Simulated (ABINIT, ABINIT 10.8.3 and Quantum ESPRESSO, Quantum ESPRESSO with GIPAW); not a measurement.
# CaO (Lime) in space group Fm-3m: GIPAW and the converse approach side by side

Wanted: shieldings of CaO (Lime) in space group Fm-3m from two unrelated programs, to see how far they agree.

Program: ABINIT 10.8.3 and Quantum ESPRESSO with GIPAW. Level of theory: DFT, plane-wave PAW; levels as the steps name them. Results are calculated unless marked as measured.

## (1) The starting structure

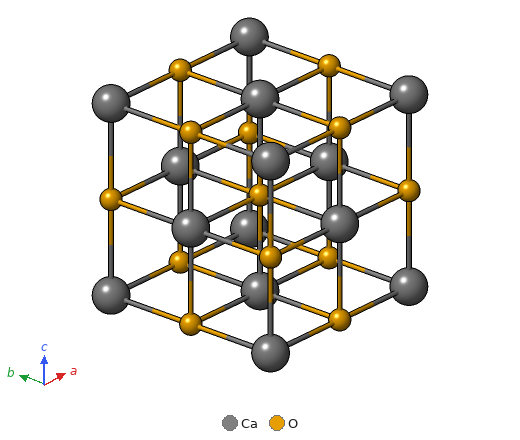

The cell as given, from a free direction (calcium grey, oxygen orange). This picture shows the conventional cell, with its axes. Some periodic images of atoms are drawn too.

## (2) GIPAW: ground state

GIPAW goes first: it uses the crystal's symmetry and gives all sites in one run, so it is the cheaper road.

A patched development version of Quantum ESPRESSO; PAW files made with ld1.x from the pslibrary 1.0.0 recipes.

scf.in reads:

```
&control
  calculation = 'scf'
  prefix = 'x'
  outdir = './tmp/'
  pseudo_dir = './'
/
&system
  ibrav = 0
  nat = 2
  ntyp = 2
  ecutwfc = 55
  ecutrho = 330
  nbnd = 10
/
&electrons
  conv_thr = 1.0d-10
  mixing_beta = 0.7
  electron_maxstep = 100
/
ATOMIC_SPECIES
  Ca 40.078 Ca.pbe-spn-kjpaw_psl.1.0.0-gipaw.UPF
  O 15.999 O.pbe-n-kjpaw_psl.1.0.0-gipaw.UPF
CELL_PARAMETERS angstrom
  0.00000000 2.40650000 2.40650000
  2.40650000 0.00000000 2.40650000
  2.40650000 2.40650000 0.00000000
ATOMIC_POSITIONS crystal
  Ca 0.00000000 0.00000000 0.00000000
  O 0.50000000 0.50000000 0.50000000
K_POINTS automatic
  10 10 10 0 0 0
```

On the command line:

```
> mpirun -np 4 pw.x -nk 4 -in scf.in > scf.out
```

Numbers of over 12 decimals in the logs are rounded to 6 here.

Output:

```text
using ibrav=0 with symmetry is DISCOURAGED, use correct ibrav instead

     bravais-lattice index     =            0
     lattice parameter (alat)  =       6.4313  a.u.
     unit-cell volume          =     188.0980 (a.u.)^3
     number of atoms/cell      =            2
     number of atomic types    =            2
     number of electrons       =        16.00
     number of Kohn-Sham states=           10
     kinetic-energy cutoff     =      55.0000  Ry
     charge density cutoff     =     330.0000  Ry
     scf convergence threshold =      1.0E-10
     mixing beta               =       0.7000
     number of iterations used =            8  plain     mixing
     Exchange-correlation= SLA-PW-PBX-PBC
                           (   1   4   3   4   0   0   0)
[...]
Ca               10.00    40.07800     Ca( 1.00)
     O                 6.00    15.99900     O ( 1.00)

     48 Sym. Ops., with inversion, found
[...]
number of k points=    47
[...]
Dense  grid:    19027 G-vectors     FFT dimensions: (  40,  40,  40)

     Smooth grid:    10417 G-vectors     FFT dimensions: (  32,  32,  32)

     Check: negative core charge=   -0.000004

     Initial potential from superposition of free atoms

     starting charge      15.9951, renormalised to      16.0000
     Starting wfcs are   12 randomized atomic wfcs

     Self-consistent Calculation

     iteration #  1     ecut=    55.00 Ry     beta= 0.70
     Davidson diagonalization with overlap
     ethr =  1.00E-02,  avg # of iterations =  7.6

     total energy              =    -174.97681832 Ry
     estimated scf accuracy    <       0.71696574 Ry

     iteration #  2     ecut=    55.00 Ry     beta= 0.70
     Davidson diagonalization with overlap
     ethr =  4.48E-03,  avg # of iterations =  6.7

     total energy              =    -175.06266294 Ry
     estimated scf accuracy    <       2.33240589 Ry

     iteration #  3     ecut=    55.00 Ry     beta= 0.70
     Davidson diagonalization with overlap
     ethr =  4.48E-03,  avg # of iterations =  4.2

     total energy              =    -175.42908568 Ry
     estimated scf accuracy    <       0.03995484 Ry

[...]
c_bands: 2 eigenvalues not converged on the other pools
[...]
c_bands: 1 eigenvalues not converged on the other pools
[...]
total energy              =    -175.47455715 Ry
[...]
iteration # 36     ecut=    55.00 Ry     beta= 0.70
     Davidson diagonalization with overlap
     ethr =  7.29E-12,  avg # of iterations =  3.7

     total energy              =    -175.47455715 Ry
     estimated scf accuracy    <          6.2E-10 Ry

     iteration # 37     ecut=    55.00 Ry     beta= 0.70
     Davidson diagonalization with overlap
     ethr =  3.86E-12,  avg # of iterations =  3.4

     The highest empty levels of an scf can be off by 1 eV or more

     End of self-consistent calculation
     [one-electron energies left out]

     highest occupied, lowest unoccupied level (ev):     7.7474   11.4037

!    total energy              =    -175.47455715 Ry
     total all-electron energy =     -1511.592461 Ry
     estimated scf accuracy    <          8.6E-11 Ry

     The total energy is the sum of the following terms:
     one-electron contribution =     -24.08804744 Ry
     hartree contribution      =      20.91238551 Ry
     xc contribution           =     -19.79190513 Ry
     ewald contribution        =     -82.93439277 Ry
     one-center paw contrib.   =     -69.57259733 Ry

     convergence has been achieved in  37 iterations
[...]
JOB DONE.
```

The job ended after 13 s (4 MPI ranks of Arm Neoverse V2, shared host; peak memory 0.38 GiB; 51 s of CPU time).

## (3) GIPAW: response

nmr.in reads:

```
&inputgipaw
  job = 'nmr'
  prefix = 'x'
  tmp_dir = './tmp/'
  restart_mode = 'from_scratch'
  verbosity = 'low'
  q_gipaw = 0.01
  spline_ps = .true.
  conv_threshold = 1.0d-14
  use_nmr_macroscopic_shape = .false.
  pawproj(1) = .true.
  pawproj(2) = .true.
/
```

On the command line:

```
> mpirun -np 4 gipaw.x -in nmr.in > nmr.out
```

Output:

```text
[banner, memory and clock lines left out]
[a note of our patched build left out]

     Parallelizing q-star over 1 images

     IMPORTANT: XC functional enforced from input :
     Exchange-correlation= PBE
                           (   1   4   3   4   0   0   0)
     Any further DFT definition will be discarded
     Please, verify this is what you really want

     Check: negative core charge=   -0.000004
[...]
projs nearly linearly dependent: l=0  n1,n2= 1, 2  s=  0.99170024
[...]
alpha_pv=     75.3299 eV

     spline_ps is .false., expect some extrapolation errors

     q-space interpolation up to    66.00 Rydberg

     GIPAW job: nmr
     NMR macroscopic correction: no
[...]
Computing the magnetic susceptibility     isolve=0    ethr=  0.1000E-13
     Starting from scratch
     k-point #    1 of    47      pool #  1    cpu time:       0.5
     c_bands:  1 eigenvalues not converged
[...]
c_bands:  1 eigenvalues not converged
     c_bands:  1 eigenvalues not converged
[...]
c_bands:  1 eigenvalues not converged
     c_bands:  1 eigenvalues not converged
     c_bands:  2 eigenvalues not converged
     c_bands:  1 eigenvalues not converged
     c_bands:  1 eigenvalues not converged
     c_bands:  1 eigenvalues not converged
[...]
c_bands:  1 eigenvalues not converged
     c_bands:  1 eigenvalues not converged
     c_bands:  1 eigenvalues not converged
     c_bands:  1 eigenvalues not converged
     c_bands:  1 eigenvalues not converged
     c_bands:  1 eigenvalues not converged
[...]
ATTENTION: ik=   7  ibnd= 10  eigenvalues differ too much!
        14.3438     13.6257
     ATTENTION: ik=   7  ibnd= 10  eigenvalues differ too much!
        14.3438     13.5784
     ATTENTION: ik=   7  ibnd= 10  eigenvalues differ too much!
        14.3438     13.6709
     ATTENTION: ik=   7  ibnd= 10  eigenvalues differ too much!
        14.3438     13.6274
     ATTENTION: ik=   7  ibnd= 10  eigenvalues differ too much!
        14.3438     13.6274
     ATTENTION: ik=   7  ibnd= 10  eigenvalues differ too much!
        14.3438     13.6274
     ATTENTION: ik=   7  ibnd= 10  eigenvalues differ too much!
        14.3438     13.6274
[...]
c_bands:  1 eigenvalues not converged
[...]
c_bands:  1 eigenvalues not converged
[...]
End of magnetic susceptibility calculation

     f-sum rule (1st term):
           -16.0044         -0.0000          0.0000
            -0.0000        -16.0044         -0.0000
             0.0000         -0.0000        -16.0044

     f-sum rule (2nd term):
            -0.4475         -0.0000          0.0000
            -0.0000         -0.4475          0.0000
             0.0000          0.0000         -0.4475

     f-sum rule (should be   -16.4522):
           -16.4519         -0.0000          0.0000
            -0.0000        -16.4519         -0.0000
             0.0000         -0.0000        -16.4519

[... susceptibilities left out ...]
     Contributions to the NMR chemical shifts: -------------------------------

     Macroscopic shape contribution in ppm:                    0.00
             0.0000          0.0000          0.0000
             0.0000          0.0000          0.0000
             0.0000          0.0000          0.0000

     Core contribution in ppm:

     Atom  1  Ca  pos: (  0.000000  0.000000  0.000000)  core sigma:        1265.05
     Atom  2  O   pos: (  0.707107  0.707107  0.707107)  core sigma:         271.07

     Bare contribution in ppm:

     Atom  1  Ca  pos: (  0.000000  0.000000  0.000000)  bare sigma:          73.14
[...]
Atom  2  O   pos: (  0.707107  0.707107  0.707107)  bare sigma:         -49.39
[...]
Diamagnetic contribution in ppm:

     Atom  1  Ca  pos: (  0.000000  0.000000  0.000000)  dia sigma:          -4.12
[...]
Atom  2  O   pos: (  0.707107  0.707107  0.707107)  dia sigma:          17.16
[...]
Paramagnetic contribution in ppm:

     Atom  1  Ca  pos: (  0.000000  0.000000  0.000000)  para sigma:        -625.94
[...]
Atom  2  O   pos: (  0.707107  0.707107  0.707107)  para sigma:        -163.79
[...]
Paramagnetic US occ-occ contribution in ppm:

     Atom  1  Ca  pos: (  0.000000  0.000000  0.000000)  para_oo sigma:          -2.26
[...]
Atom  2  O   pos: (  0.707107  0.707107  0.707107)  para_oo sigma:           2.12
[...]
Paramagnetic US L_R Q_R contribution in ppm:

     Atom  1  Ca  pos: (  0.000000  0.000000  0.000000)  para_lq sigma:         261.23
[...]
Atom  2  O   pos: (  0.707107  0.707107  0.707107)  para_lq sigma:        -228.01
[...]
Total NMR chemical shifts in ppm: ---------------------------------------
     (adopting the Simpson convention for anisotropy and asymmetry)-----------

     Atom  1  Ca  pos: (  0.000000  0.000000  0.000000)  Total sigma:         967.11
[...]
Ca      1    anisotropy:      0.00    eta:    0.0000
[...]
Atom  2  O   pos: (  0.707107  0.707107  0.707107)  Total sigma:        -150.84
[...]
O       2    anisotropy:      0.00    eta:    0.0000
[...]
```

Wall time 73 s (4 MPI ranks); peak memory 0.24 GiB; 4.8 min of CPU time.

[end of part 1 of 2]

[Banner, clock, file and dataset-listing lines were taken out of the logs.]

[Logs are printed without paths, hosts, clocks, repeated set-up lines and the standing remarks that a program may print on its own settings, such as how far it seeks lower states.]

[Hosts, paths, dates, database ids (printed as entryN), source tags and the programs' standing remarks are cut or masked in the printed files.]
